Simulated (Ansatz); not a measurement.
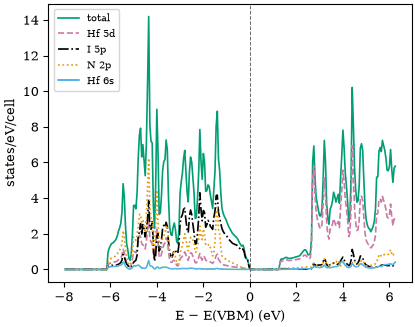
Total and projected density of states of HfIN in space group R-3m (No. 166; Hf on 6c, I on 6c, N on 6c), plane-wave PAW r²SCAN (Ansatz code)

**Question.** Which orbitals carry the states next to the gap?

**Answer.** Top 1 eV of the valence band: I 5p 77 %, N 2p 15 %, Hf 5d 7 %. Bottom 1 eV of the conduction band: Hf 5d 80 %, N 2p 11 %. Projections are on Löwdin-orthogonalised atomic valence shells; empty p or d shells of many metals are not among them.

**Question.** Where is the tallest occupied peak in this window, and what makes it?

**Answer.** Near -4.4 eV, about 14 states/eV per cell; the largest projected share is N 2p.

The first step of the workflow began from a Materials Project structure, measured or hypothetical; the Crystallography Open Database copy checked does not list it. Its standing as an ambient phase is unchecked. The cell was relaxed with r²SCAN under the symmetry of its start; its stability against distortions is not shown here. No spin polarisation was allowed. A crystal of weakly bound layers computed without a dispersion correction: the cell and the soft elastic constants depend strongly on that. Scalar-relativistic: spin–orbit coupling is off unless named, which matters more the heavier the elements.

Potentials: the later of the program's two PAW sets.
